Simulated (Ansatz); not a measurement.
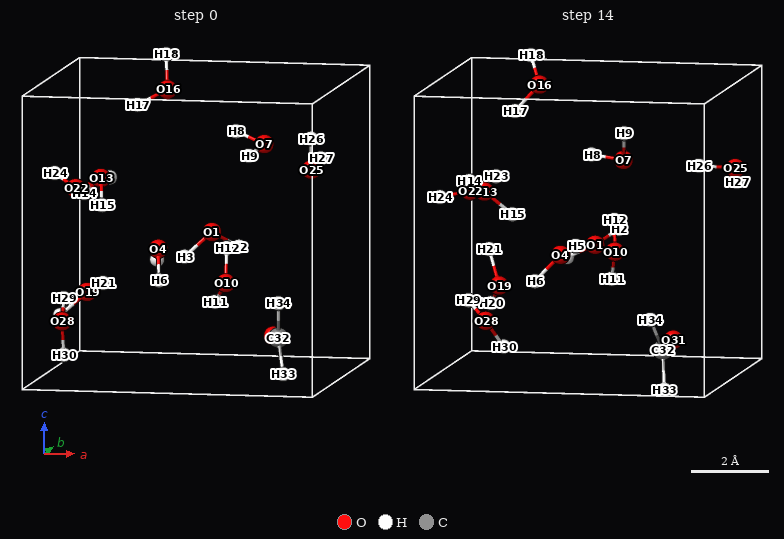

The structure of an amorphous cell of composition H22CO11 before (left) and after (right) a relaxation, at one scale.

Style: ball-and-stick. Shown: the cell of the calculation, slightly off an axis.

The cell holds 10 H2O + 1 H2CO. The run prepares the start of a later molecular dynamics calculation, from a guessed geometry.

Method: Ansatz, DFT PBE-D3(BJ), scalar-relativistic, plane waves, PAW. Set-up: plane-wave cutoff 420 eV; k-point mesh 1 × 1 × 1; occupations fermi dirac; smearing width 0.05 eV; no spin polarisation; atoms relaxed in a fixed cell; force threshold 0.3 eV/Å; at most 15 steps.

What changed between the two?

The relaxation stopped without meeting its thresholds, so the last structure isn't shown to be converged. It used up its limit of 15 steps. Over 14 geometry steps the energy falls by 153 meV per atom. Largest force component: 1.7 eV/Å at the start, 0.5 eV/Å at the end. H8 moves most: 1.37 Å along [−3 1 −2]. Largest moves by element: H 1.37 Å, O 1.32 Å, C 0.38 Å. The cell doesn't change. Among the contacts that change: O19–H21 0.969 → 1.011 Å, O22–H23 0.969 → 0.998 Å, O10–H12 0.969 → 0.995 Å, C32–H33 1.104 → 1.114 Å. Cost: 22 s on 1 thread of Intel(R) Xeon(R) 6975P-C (Granite Rapids), on a shared host, peak memory 0.5 GiB.

Limits of the set-up: the program's low-accuracy preset was used; the periodic images lie only 7.8 Å apart, so the values are limited by the cell's size.
